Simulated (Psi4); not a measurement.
# B3LYP/cc-pVDZ run of BGeH3Cl2 (SMILES Cl[B](Cl)[GeH3])

Aim: the vertical ionisation energy of BGeH3Cl2 at B3LYP/cc-pVDZ, from 2 runs. 

The calculation is run with Psi4 1.11.

4 further runs of the same task are left out: 4 set aside as unsound or not needed. Runs told in other sessions of the task aren't counted.

**1. The system as given**

The species is BGeH3Cl2 (7 atoms), meant as a singlet with charge 0. As SMILES, `Cl[B](Cl)[GeH3]`. The shape is that of a PBE0-D4/def2-TZVP optimisation.

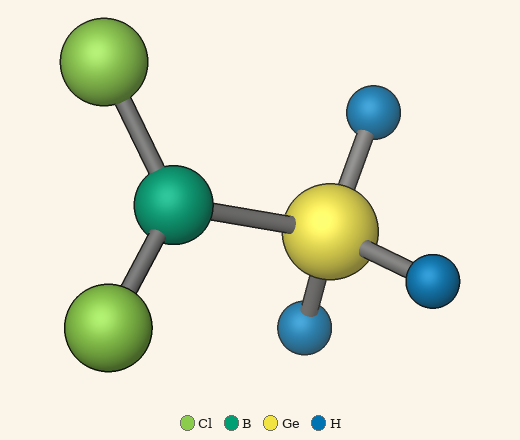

The structure, seen from a chosen angle (chlorine green, boron teal, germanium yellow, hydrogen blue).

**2. A single-point energy at B3LYP/cc-pVDZ**

Input file calc.inp:

```
memory 1600 MB

molecule system {
  0 1
  Cl     1.749500    -1.428200     1.208700
  B      0.206400    -1.021900     0.511500
  Cl    -1.082400    -2.191800     0.604700
  Ge    -0.123100     0.798500    -0.412200
  H     -0.556200     0.560600    -1.868300
  H     -1.266100     1.534300     0.306700
  H      1.133300     1.680500    -0.396700
  units angstrom
  symmetry c1
}

set {
  puream               true
  scf_type             pk
  dft_radial_points    35
  dft_spherical_points 110
}

e, wfn = energy('b3lyp/cc-pVDZ', return_wfn=True)
```

The run is started by

```console
psi4 -i calc.inp -o calc.out -n 1
```

calc.out:

```text
[...]
  Running in c1 symmetry.
[...]
  Nuclear repulsion =  367.128455884468622
[...]
  Multiplicity = 1
[...]
  Nalpha       = 37
  Nbeta        = 37
[...]
    Number of basis functions: 92
[...]
   @RKS iter   1: -3023.33053369972868   -2.56292e+00   1.33066e-02 ADIIS/DIIS
[...]
   @RKS iter   8: -3024.17106082536884   -2.54022e-08   3.35277e-07 DIIS
[...]
    Orbital Energies [Eh]
    ---------------------
    Doubly Occupied:
       1A   -398.783124     2A   -101.560327     3A   -101.559921
       4A    -49.821133     5A    -44.341834     6A    -44.341770
       7A    -44.341694     8A     -9.481054     9A     -9.480679
      10A     -7.240665    11A     -7.240320    12A     -7.236137
      13A     -7.235673    14A     -7.233608    15A     -7.233299
      16A     -6.864932    17A     -6.236401    18A     -4.406930
      19A     -4.406790    20A     -4.406339    21A     -1.225844
      22A     -1.225702    23A     -1.224620    24A     -1.223001
      25A     -1.222978    26A     -0.877806    27A     -0.842009
      28A     -0.576833    29A     -0.505065    30A     -0.439382
      31A     -0.397254    32A     -0.391999    33A     -0.349013
      34A     -0.345579    35A     -0.342396    36A     -0.323215
[...]
  @RKS Final Energy: -3024.17106082536884
   => Energetics <=
    Nuclear Repulsion Energy =            367.1284558844686217
    One-Electron Energy =               -4932.0517514672847028
    Two-Electron Energy =                1654.0582251779096623
    DFT Exchange-Correlation Energy =    -113.3059904204630186
    Empirical Dispersion Energy =           0.0000000000000000
    VV10 Nonlocal Energy =                  0.0000000000000000
    Total Energy =                      -3024.1710608253688406
[...]
 Multipole Moments:
 ------------------------------------------------------------------------------------
     Multipole            Electronic (a.u.)      Nuclear  (a.u.)        Total (a.u.)
 ------------------------------------------------------------------------------------
 L = 1.  Multiply by 2.5417464519 to convert [e a0] to [Debye]
 Dipole X            :         -0.6422018            0.6361425           -0.0060593
 Dipole Y            :          4.1861889           -4.0974891            0.0886999
 Dipole Z            :         -2.0887194            2.0468366           -0.0418828
 Magnitude           :                                                    0.0982779
[...]
```

Wall time 31 s (1 thread of Intel Xeon at 2.60GHz (Ice Lake), shared host); peak memory 0.61 GiB.

**3. The doublet cation**

Input file job.in:

```
memory 1.6 GB

molecule molecule1 {
  1 2
  Cl     1.749500    -1.428200     1.208700
  B      0.206400    -1.021900     0.511500
  Cl    -1.082400    -2.191800     0.604700
  Ge    -0.123100     0.798500    -0.412200
  H     -0.556200     0.560600    -1.868300
  H     -1.266100     1.534300     0.306700
  H      1.133300     1.680500    -0.396700
  symmetry c1
}

set {
  basis                cc-pVDZ
  reference            uks
  puream               true
  scf_type             pk
  dft_radial_points    35
  dft_spherical_points 110
  maxiter              100
}

energy_value, wavefunction = energy("b3lyp", return_wfn=True)
```

The run is started by

```console
psi4 job.in job.out -n 1
```

job.out:

```text
[...]
  Running in c1 symmetry.
[...]
  Nuclear repulsion =  367.128455884468622
[...]
  Multiplicity = 2
[...]
  Nalpha       = 37
  Nbeta        = 36
[...]
    Number of basis functions: 92
[...]
   @UKS iter   1: -3022.91732910222800   -2.14972e+00   1.32414e-02 DIIS/ADIIS
[...]
   @UKS iter  11: -3023.79600490363646   -7.59219e-08   7.67562e-07 DIIS
[...]
   @S^2 Observed:                7.525252719E-01
[...]
    Orbital Energies [Eh]
    ---------------------
    Alpha Occupied:
       1A   -399.014967     2A   -101.800113     3A   -101.798301
       4A    -50.052673     5A    -44.574984     6A    -44.572663
       7A    -44.572561     8A     -9.718391     9A     -9.716673
      10A     -7.479830    11A     -7.478104    12A     -7.472468
      13A     -7.471784    14A     -7.470735    15A     -7.470034
      16A     -7.114273    17A     -6.468574    18A     -4.644163
      19A     -4.636259    20A     -4.635981    21A     -1.461926
      22A     -1.458570    23A     -1.458280    24A     -1.452050
      25A     -1.452013    26A     -1.107510    27A     -1.071961
      28A     -0.812494    29A     -0.725725    30A     -0.668260
      31A     -0.629181    32A     -0.609618    33A     -0.559158
      34A     -0.558971    35A     -0.550819    36A     -0.542035
[...]
  @UKS Final Energy: -3023.79600490363646
   => Energetics <=
    Nuclear Repulsion Energy =            367.1284558844686217
    One-Electron Energy =               -4915.0819922905193380
    Two-Electron Energy =                1637.1799855357130582
    DFT Exchange-Correlation Energy =    -113.0224540332990699
    Empirical Dispersion Energy =           0.0000000000000000
    VV10 Nonlocal Energy =                  0.0000000000000000
    Total Energy =                      -3023.7960049036364580
  UHF NO Occupations:
  HONO-2 :   35  A 1.9995672
  HONO-1 :   36  A 1.9994808
[...]
 Multipole Moments:
 ------------------------------------------------------------------------------------
     Multipole            Electronic (a.u.)      Nuclear  (a.u.)        Total (a.u.)
 ------------------------------------------------------------------------------------
 L = 1.  Multiply by 2.5417464519 to convert [e a0] to [Debye]
 Dipole X            :         -0.6273550            0.6361425            0.0087875
 Dipole Y            :          4.0430329           -4.0974891           -0.0544562
 Dipole Z            :         -2.0191719            2.0468366            0.0276647
 Magnitude           :                                                    0.0617092
[...]
```

It took 32 s on 1 thread of Intel Xeon at 2.60GHz (Ice Lake), shared host; peak memory 0.61 GiB.

**4. Summary of results**

At B3LYP/cc-pVDZ:

| quantity | value |
| --- | --- |
| singlet BGeH3Cl2: total energy | -3024.17106 Eh |
| singlet BGeH3Cl2: dipole moment | 0.25 D |
| singlet BGeH3Cl2: HOMO energy | -7.96 eV |
| singlet BGeH3Cl2: LUMO energy | -2.08 eV |
| singlet BGeH3Cl2: HOMO–LUMO gap | 5.88 eV |
| doublet cation: total energy | -3023.79600 Eh |
| doublet cation: HOMO energy (highest over α and β) | -14.35 eV |
| doublet cation: LUMO energy (lowest over α and β) | -12.44 eV |
| doublet cation: ⟨S²⟩ | 0.753 |
| vertical ionisation energy (to the doublet cation) | 10.206 eV |

What this shows: Removing an electron at fixed nuclei costs 10.21 eV (985 kJ/mol). −ε(HOMO) before ionisation, 7.96 eV, is 2.24 eV below this ionisation energy.
